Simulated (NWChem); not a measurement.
**C2H6Si (SMILES C[Si]C): HF/3-21G**

What is the adiabatic ionisation energy of C2H6Si at HF/3-21G? 

The calculation is run with NWChem 7.3.0.

### Step 1. The molecule

The species is C2H6Si (9 atoms), meant as a singlet with charge 0. As SMILES, `C[Si]C`. The coordinates come from a PBE0-D4/def2-TZVP relaxation. The run starts from this shape.

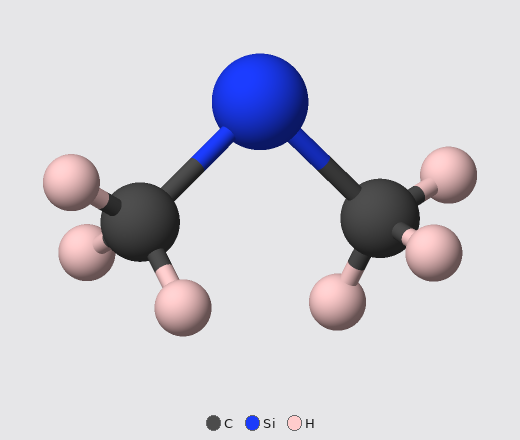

Viewed from a chosen angle; carbon dark grey, silicon blue, hydrogen pink.

### Step 2. A structure relaxation at HF/3-21G

Input file work.nw:

```
start work
title "C2H6Si hf"
memory 2200 mb
charge 0
geometry units angstrom
  C       -0.527400       1.047300      -0.805300
  Si       0.896800      -0.199700      -0.912800
  C        0.601900      -1.069400       0.746000
  H       -1.430700       0.480400      -1.082200
  H       -0.439700       1.875000      -1.511000
  H       -0.703500       1.436700       0.202600
  H       -0.455600      -1.193000       1.001000
  H        1.117900      -2.026600       0.837300
  H        1.028800      -0.397000       1.507100
end
basis spherical bse
  * library 3-21G
end
scf
  thresh 1e-07
  maxiter 80
  print low
end
driver
  maxiter 60
end
freq
  temp 3 298.15 600 900
end
task scf optimize
task scf frequencies
```

Started as:

```sh
$ nwchem work.nw > work.out
```

The log of the run:

```text
[...]
  functions       =    43
[...]
  wavefunction    = RHF
[...]
         Total SCF energy =   -366.164045748137
[...]
@    0    -366.16404575  0.0D+00  0.01896  0.00574  0.00000  0.00000      1.7
[...]
         Total SCF energy =   -366.165844446745
[...]
@    1    -366.16612161 -2.1D-03  0.00450  0.00207  0.05680  0.13139      4.6
[...]
@   10    -366.16665700 -1.9D-07  0.00004  0.00002  0.01993  0.03255     27.2
[...]
         Total SCF energy =   -366.166657052966
[...]
@   11    -366.16665705 -5.0D-08  0.00002  0.00001  0.00631  0.01025     28.5
[...]
         Total SCF energy =   -366.166657076543
[...]
         Total SCF energy =   -366.166657076543
[...]
                         RHF ENERGY GRADIENTS
    atom               coordinates                        gradient
                 x          y          z           x          y          z
   1 C      -0.943001   2.775853   0.072113   -0.000003  -0.000004  -0.000010
   2 Si      1.481681  -0.000141   0.007091   -0.000001   0.000000   0.000004
   3 C      -0.943277  -2.775513  -0.072695   -0.000004   0.000004   0.000005
   4 H      -2.160725   2.710897  -1.587820    0.000001  -0.000002   0.000003
   5 H      -0.012571   4.598520   0.123320    0.000003   0.000001   0.000003
   6 H      -2.172029   2.623856   1.717983   -0.000000   0.000003   0.000003
   7 H      -2.165405  -2.621277  -1.723426   -0.000001  -0.000003  -0.000002
   8 H      -0.013005  -4.598316  -0.121948    0.000003  -0.000001  -0.000004
   9 H      -2.167890  -2.712321   1.582290    0.000003   0.000001  -0.000001
[...]
@   12    -366.16665708 -2.4D-08  0.00000  0.00000  0.00751  0.01204     29.7
[...]
      Optimization converged
[...]
@   12    -366.16665708 -2.4D-08  0.00000  0.00000  0.00751  0.01204     29.7
[...]
         Total SCF energy =   -366.166657076544
      One-electron energy =   -694.701772226317
      Two-electron energy =    232.679861280527
 Nuclear repulsion energy =     95.855253869246
        Time for solution =      0.1s
[...]
 Zero-Point correction to Energy  =   48.081 kcal/mol  (  0.076623 au)
 Thermal correction to Energy     =   66.491 kcal/mol  (  0.105960 au)
 Thermal correction to Enthalpy   =   68.279 kcal/mol  (  0.108809 au)
 Total Entropy                    =  103.504 cal/mol-K
   - Translational                =   43.565 cal/mol-K (mol. weight =  58.0239)
   - Rotational                   =   27.154 cal/mol-K (symmetry #  =        1)
   - Vibrational                  =   32.785 cal/mol-K
 Cv (constant volume heat capacity) =   31.516 cal/mol-K
   - Translational                  =    2.979 cal/mol-K
   - Rotational                     =    2.979 cal/mol-K
   - Vibrational                    =   25.557 cal/mol-K
[...]
 Normal Eigenvalue ||           Projected Infra Red Intensities
  Mode   [cm**-1]  || [atomic units] [(debye/angs)**2] [(KM/mol)] [arbitrary]
 ------ ---------- || -------------- ----------------- ---------- -----------
    1       -0.000 ||    0.000163           0.004         0.159       0.112
    2       -0.000 ||    0.001111           0.026         1.083       0.765
    3       -0.000 ||    0.000392           0.009         0.382       0.270
    4       -0.000 ||    0.000986           0.023         0.961       0.679
    5        0.000 ||    0.000112           0.003         0.109       0.077
    6        0.000 ||    0.000218           0.005         0.213       0.150
    7       17.137 ||    0.000000           0.000         0.000       0.000
    8      109.513 ||    0.000027           0.001         0.026       0.019
    9      257.741 ||    0.003695           0.085         3.602       2.545
   10      657.410 ||    0.031135           0.718        30.352      21.442
   11      670.272 ||    0.046651           1.076        45.478      32.127
   12      702.767 ||    0.009190           0.212         8.958       6.329
   13      757.633 ||    0.000000           0.000         0.000       0.000
   14      839.214 ||    0.009767           0.225         9.521       6.726
[...]
```

Run time: 34 s. Hardware: 1 thread of Intel Xeon Platinum 8259CL at 2.50GHz (Skylake/Cascade Lake), shared host; peak memory 0.11 GiB.

The path in brief:

| step | energy from the first frame kept (eV) |
| --- | --- |
| 0 | 0.0000 |
| 1 | -0.0565 |
| 2 | -0.0669 |
| 3 | -0.0676 |
| 4 | -0.0679 |
| 5 | -0.0689 |
| 6 | -0.0701 |
| 7 | -0.0710 |
| 8 | -0.0710 |
| 9 | -0.0711 |
| 10 | -0.0711 |
| 11 | -0.0711 |
| 12 | -0.0711 |

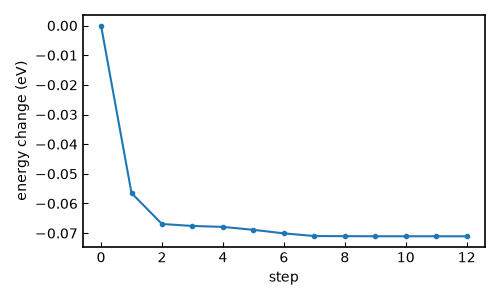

Energy along the run.

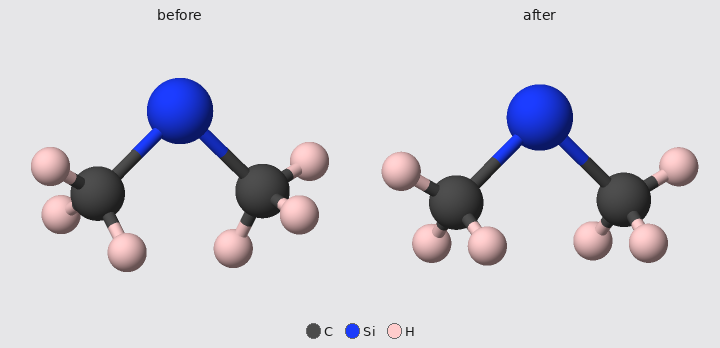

Before and after, at one scale.

After the run. Bond lengths: C1–Si2 1.951 Å, Si2–C3 1.951 Å, C1–H4 1.090 Å, C1–H5 1.083 Å, C1–H6 1.090 Å, C3–H7 1.090 Å, C3–H8 1.083 Å, C3–H9 1.090 Å. Some angles: C1–Si2–C3 97.7°, Si2–C1–H4 110.5°, Si2–C1–H5 111.8°, Si2–C1–H6 110.5°, Si2–C3–H7 110.6°, Si2–C3–H8 111.8°, Si2–C3–H9 110.5°, H4–C1–H5 108.5°, H4–C1–H6 106.8°, H5–C1–H6 108.5°.

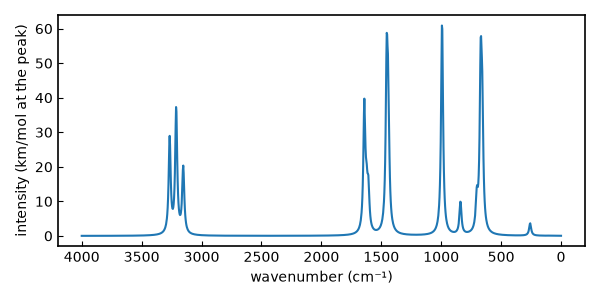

Harmonic infrared spectrum, unscaled, lines broadened by 10 cm⁻¹.

### Step 3. The doublet cation: a structure relaxation at UHF/3-21G

Input file c2h6si.nw:

```
start c2h6si
title "C2H6Si"
memory total 2200 mb
charge 1

geometry noautosym
  C    -0.527400    1.047300   -0.805300
  Si    0.896800   -0.199700   -0.912800
  C     0.601900   -1.069400    0.746000
  H    -1.430700    0.480400   -1.082200
  H    -0.439700    1.875000   -1.511000
  H    -0.703500    1.436700    0.202600
  H    -0.455600   -1.193000    1.001000
  H     1.117900   -2.026600    0.837300
  H     1.028800   -0.397000    1.507100
end

basis spherical bse
  * library 3-21G
end

scf
  nopen 1
  uhf
  thresh 1e-07
  maxiter 80
  print low
end

driver
  maxiter 60
end

freq
  temp 2 298.15 500
end

task scf optimize
task scf frequencies
```

Started as:

```sh
$ nwchem c2h6si.nw > c2h6si.out
```

The log of the run, shortened:

```text
[...]
  functions       =    43
[...]
  wavefunction    = UHF
[...]
         Total SCF energy =   -365.897419608959
[...]
@    0    -365.89741961  0.0D+00  0.04379  0.00945  0.00000  0.00000      2.6
[...]
         Total SCF energy =   -365.909487966542
[...]
@    1    -365.91151607 -1.4D-02  0.01006  0.00347  0.16877  0.26432      6.4
[...]
@    4    -365.91507537 -3.5D-05  0.00030  0.00012  0.00607  0.01537     16.7
[...]
         Total SCF energy =   -365.915076387640
[...]
@    5    -365.91507639 -1.0D-06  0.00008  0.00003  0.00115  0.00240     19.4
[...]
         Total SCF energy =   -365.915076520494
[...]
         Total SCF energy =   -365.915076540180
[...]
                         UHF ENERGY GRADIENTS
    atom               coordinates                        gradient
                 x          y          z           x          y          z
   1 C      -1.937863   2.426516  -1.050228   -0.000019   0.000018   0.000021
   2 Si      0.518351  -0.113384  -0.531934   -0.000007   0.000001   0.000006
   3 C       0.614198  -2.136196   2.409446   -0.000023  -0.000008   0.000023
   4 H      -3.718240   1.550129  -1.607272    0.000009  -0.000009  -0.000004
   5 H      -1.378710   3.728019  -2.526770    0.000015   0.000008  -0.000009
   6 H      -2.267067   3.466121   0.692209   -0.000001  -0.000021  -0.000012
   7 H      -1.288065  -2.694860   2.952389    0.000016   0.000017  -0.000003
   8 H       1.765699  -3.806075   2.140888    0.000007  -0.000013  -0.000013
   9 H       1.417652  -1.044639   3.962179    0.000005   0.000006  -0.000010
[...]
@    6    -365.91507654 -1.5D-07  0.00002  0.00001  0.00050  0.00140     21.5
[...]
      Optimization converged
[...]
@    6    -365.91507654 -1.5D-07  0.00002  0.00001  0.00050  0.00140     21.5
[...]
         Total SCF energy =   -365.915076540180
      One electron energy =   -687.381366646244
      Two electron energy =    225.254253073485
 Nuclear repulsion energy =     96.212037032579
                       Sz =      0.5000
                 Sz(Sz+1) =      0.7500
                      S^2 =      0.7527
[...]
```

It took 29 s on 1 thread of Intel Xeon Platinum 8259CL at 2.50GHz (Skylake/Cascade Lake), shared host; peak memory 0.12 GiB.

Step by step:

| step | energy from the first frame kept (eV) |
| --- | --- |
| 0 | 0.0000 |
| 1 | -0.3836 |
| 2 | -0.4682 |
| 3 | -0.4795 |
| 4 | -0.4804 |
| 5 | -0.4805 |
| 6 | -0.4805 |

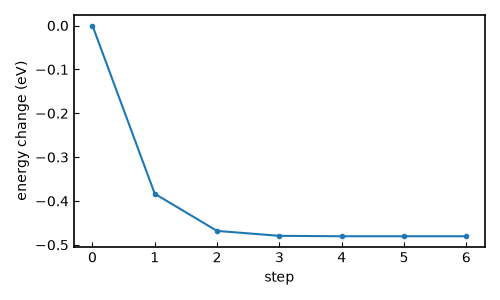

Energy along the run.

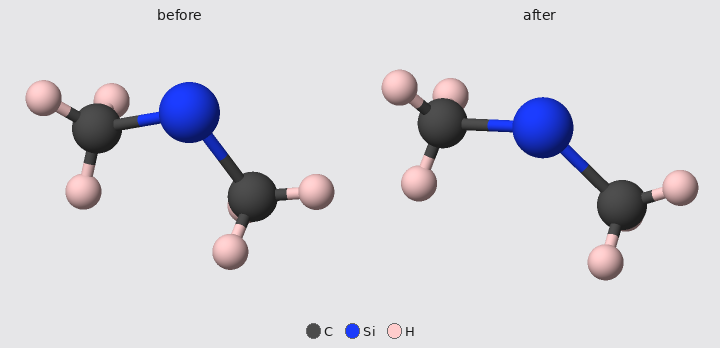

Before and after, at one scale.

After the run. Bond lengths: C1–Si2 1.890 Å, Si2–C3 1.890 Å, C1–H4 1.091 Å, C1–H5 1.083 Å, C1–H6 1.088 Å, C3–H7 1.088 Å, C3–H8 1.083 Å, C3–H9 1.091 Å. Some angles: C1–Si2–C3 122.7°, Si2–C1–H4 109.3°, Si2–C1–H5 111.7°, Si2–C1–H6 110.3°, Si2–C3–H7 110.3°, Si2–C3–H8 111.7°, Si2–C3–H9 109.3°, H4–C1–H5 108.1°, H4–C1–H6 107.8°, H5–C1–H6 109.5°.

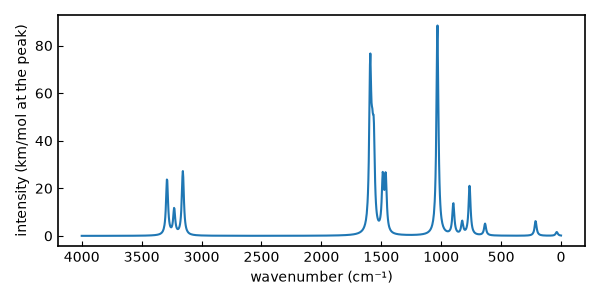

Harmonic infrared spectrum, unscaled, lines broadened by 10 cm⁻¹.

### Step 4. Results

Level: HF/3-21G.

| quantity | value |
| --- | --- |
| run 1, HF/3-21G: total energy at the end | -366.16666 Eh |
| run 1, HF/3-21G: lowest harmonic wavenumber | 17 cm⁻¹ |
| run 1, HF/3-21G: highest harmonic wavenumber | 3266 cm⁻¹ |
| run 1, HF/3-21G: zero-point energy | 201.2 kJ/mol |
| doublet cation: total energy at the end | -365.91508 Eh |
| doublet cation: ⟨S²⟩ | 0.753 |
| doublet cation: lowest harmonic wavenumber | 35 cm⁻¹ |
| doublet cation: highest harmonic wavenumber | 3288 cm⁻¹ |
| doublet cation: zero-point energy | 202.6 kJ/mol |
| adiabatic ionisation energy (to the doublet cation, no zero-point term) | 6.846 eV |

The adiabatic ionisation energy (to the doublet cation, no zero-point term) is 6.85 eV (158 kcal/mol). All 21 modes (run 1, HF/3-21G) are real, though the softest (17 cm⁻¹) is within numerical noise. The optimisation (run 1, HF/3-21G) took 13 steps and changed the energy by -0.071 eV. All 21 modes (doublet cation) are real, so the shape is a minimum at this level. The optimisation (doublet cation) took 7 steps and changed the energy by -0.480 eV.
